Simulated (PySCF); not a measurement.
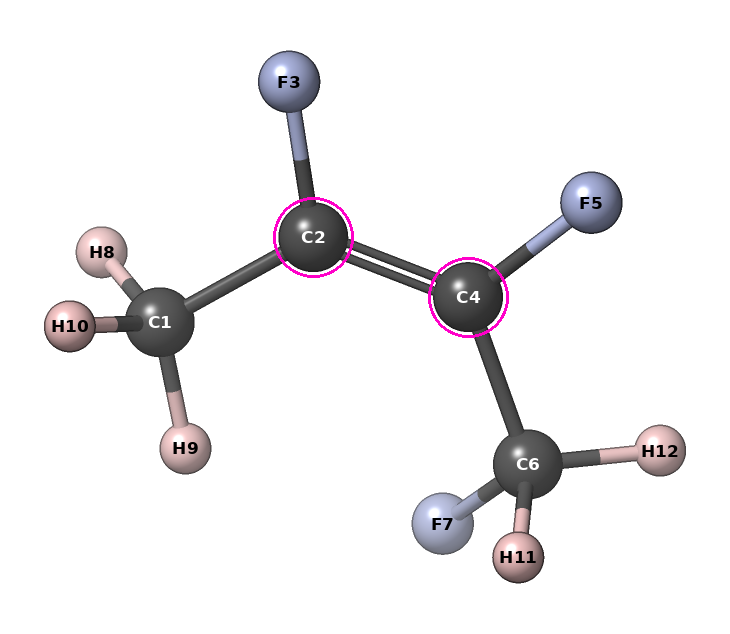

Atoms fade into the background with distance from the viewer. Circles mark the stereogenic atoms. The geometry was computed by an optimisation with PBE0-D3(BJ)/def2-SVP. No frequency run is at hand to confirm it as a minimum.

Assign CIP descriptors.

C2=C4: Z.

Give a SMILES with the stereochemistry.

C/C(F)=C(/F)CF
